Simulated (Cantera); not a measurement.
Feed: 1 mol H₂O, 1.5 mol H₂, 5.5 mol N₂, equilibrated at 2.60 bar.

Equilibrium computed with Cantera from the NASA thermochemical tables; the gas is ideal and each condensed phase is pure. Candidate condensed phases: H₂O; 24 gas species. Equilibrium is a limit: real reactors are often held back by kinetics, nucleation or transport.

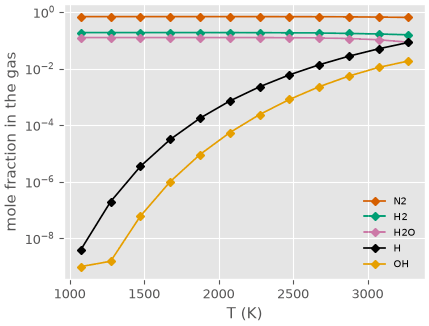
Fig. 1. Equilibrium gas composition (values under 1e-9 drawn at 1e-9)

From 1075 K to 3275 K nothing is condensed.
